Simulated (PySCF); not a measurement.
# C4H8BF: geometry, spin-spin couplings

Wanted: the spin-spin couplings of C4H8BF (`C=C(C)B(C)F`), by calculation.

The runs use PySCF 2.14.0, with density-fitted response routines of our own; the level of theory stands in each step. All values are computed, except where a source is named. Atoms are numbered from 0 throughout.

## 1. Starting geometry

14 atoms, charge 0, multiplicity 1; geometry from: GFN2-xTB. The atoms were then displaced at random by about 0.01 Å, so the start is not that level's minimum.

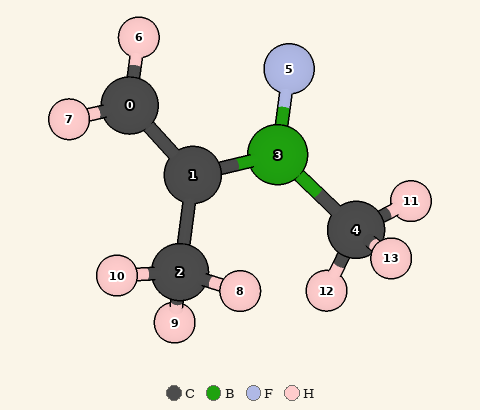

As it starts; carbon dark grey, boron green, fluorine light blue, hydrogen pink, atoms numbered.

## 2. Relaxing the molecule at PBE0-D3(BJ)/def2-SVP

The job: settings as JSON, then the geometry in Å.

```
{"job": {"xc": "PBE0", "basis": "def2-SVP", "d3": "d3bj", "grid": 1, "shake": 0.01, "kind": "geom"}, "charge": 0, "multiplicity": 1}
C      1.676800    -1.264130    -0.153370
C      0.685320    -0.321260    -0.175480
C      1.012570     1.131800    -0.381250
B     -0.773740    -0.730670     0.010630
C     -2.019580     0.276500     0.003030
F     -1.075740    -2.019910     0.180300
H      1.439880    -2.283990    -0.015400
H      2.714540    -0.983210    -0.289430
H      0.692660     1.724350     0.500310
H      0.524310     1.517360    -1.245980
H      2.095600     1.271630    -0.483060
H     -2.966700    -0.211550     0.168540
H     -2.094370     0.843490    -0.934170
H     -1.918710     1.034520     0.802600
```

Command:

```
OMP_NUM_THREADS=1 python probes_run.py task.json out
```

This one command runs all jobs of the session in turn.

**Question.** This job is followed by: B3LYP/cc-pVTZ indirect spin-spin coupling, non-relativistic, gas phase; B3LYP/6-31G* indirect spin-spin coupling, non-relativistic, gas phase. Predict these results of the whole session: rotational constants (main isotopes); largest coupling of the table (B3LYP/cc-pVTZ); range of J(C0,H6), mean over like pairs.

**Answer**, as computed:

| quantity | value |
| --- | --- |
| rotational constants (main isotopes) | 4.57, 3.00, 1.85 GHz |
| largest coupling of the table (B3LYP/cc-pVTZ) | 1J(B,F) B3–F5, -193.9 Hz |
| range of J(C0,H6), mean over like pairs | 153.2 to 171.4 Hz |

The start of the PBE0/def2-SVP relaxation was shaken at random by about 0.01 Å, so part of the energy gained, and of the first lengths quoted, undoes that. The optimisation took 8 steps and gained 0.138 eV; among the close pairs (by a distance rule), C1–B3 changed most, from 1.527 to 1.569 Å. In the run at B3LYP/cc-pVTZ, the largest coupling of the table is B3–F5, -193.9 Hz, of which the Fermi-contact term gives -135.1 Hz. Couplings across rotatable bonds belong to this one conformer; where others are populated, the observed values are averages. The coupling C0–H6, as a mean over pairs of its kind, runs from 153.2 Hz (B3LYP/cc-pVTZ) to 171.4 Hz (B3LYP/6-31G*). Couplings from bases without tight functions are rough.
